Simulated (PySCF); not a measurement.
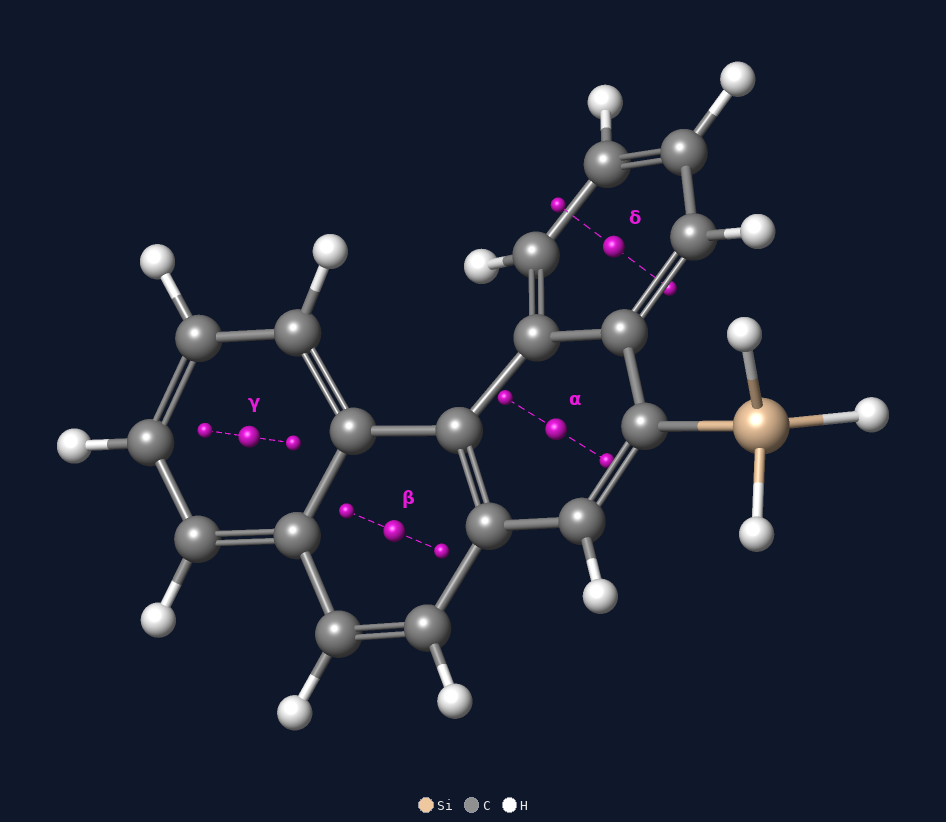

The small points mark where nucleus-independent chemical shifts (NICS) were computed: at the centre of each lettered ring and 1 Å above and below it. Computed geometry: GFN2-xTB optimisation. No frequency run is at hand to confirm it as a minimum. Method: GIAO PBE0/pcSseg-1 NMR shielding, non-relativistic, gas phase (PySCF 2.14.0).

Give NICS(0), NICS(1) and the out-of-plane component NICS(1)zz for each ring (means of the two sides).

```
ring  members  NICS(0)  NICS(1)  NICS(1)zz
   α       C6     −5.8     −9.7      −22.1
   β       C6     −6.6    −10.0      −23.1
   γ       C6     −8.8    −11.7      −29.3
   δ       C6     −8.9    −11.8      −29.4
```

Values in ppm.

> What do the values say about the ring currents?

Ring α: diatropic, as in an aromatic ring. Ring β: diatropic, as in an aromatic ring. Ring γ: diatropic, as in an aromatic ring. Ring δ: diatropic, as in an aromatic ring. NICS is one index among several.

The geometry is semi-empirical. Around Si such bond lengths and angles can be off by a tenth of an ångström or more and by several degrees, and values that hang on the shape move with them.
